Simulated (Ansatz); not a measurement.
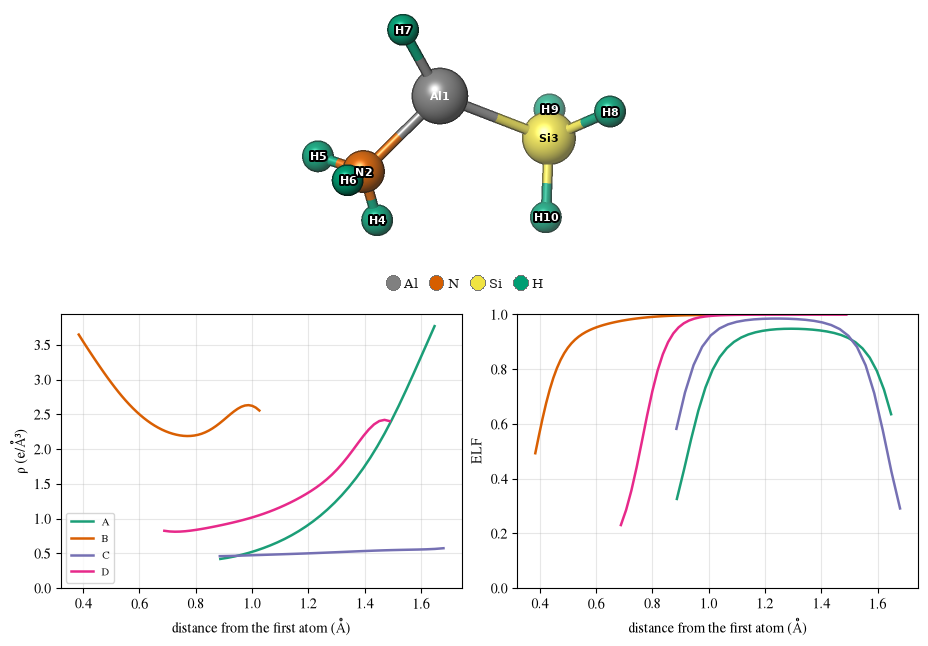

The picture shows: AlH₇NSi (SMILES [NH3+][AlH][SiH3]) (charge +1). Total electron density and electron localisation function along straight lines between neighbouring atoms. The curves leave out the atomic cores. The structure is drawn too.

Geometry: PBE0-D3(BJ)/def2-SVP.

Level of theory: Ansatz 0.2.0, isolated molecule in a Gaussian basis; Kohn-Sham density functional theory, functional PBE0.

```xyz
10

Al    1.6662    0.0068    1.3724
N     0.1183    0.9405    2.2932
Si    1.0324   -1.0492   -0.7382
H    -0.7835    0.8794    1.8073
H     0.3052    1.9420    2.4324
H    -0.0380    0.5711    3.2401
H     2.8659    0.2749    2.3532
H     1.6673   -2.3954   -0.7877
H     1.5228   -0.1630   -1.8331
H    -0.4574   -1.1409   -0.7552
```

> Which curve belongs to which contact (Al–N, Al–Si, N–H and Si–H)? The first atom named is at distance zero.

Curve A: Al–N (2.03 Å): the density is about 0.54 e/Å³ at the midpoint; the ELF peaks at about 0.95 in the valence shell of N, 0.7 Å from its nucleus, and is about 0.80 at the midpoint. Curve B: N–H (1.03 Å): ρ is about 2.9 e/Å³ halfway; the ELF climbs to about 1 towards the hydrogen, as it does in any bond to H; an ordinary covalent bond to hydrogen. Curve C: Al–Si (2.44 Å): the density is about 0.5 e/Å³ at the midpoint; the ELF peaks at about 1 between the atoms: localised, covalent bonding. Curve D: Si–H (1.49 Å): ρ is about 0.81 e/Å³ halfway; the ELF climbs to about 1 towards the hydrogen.
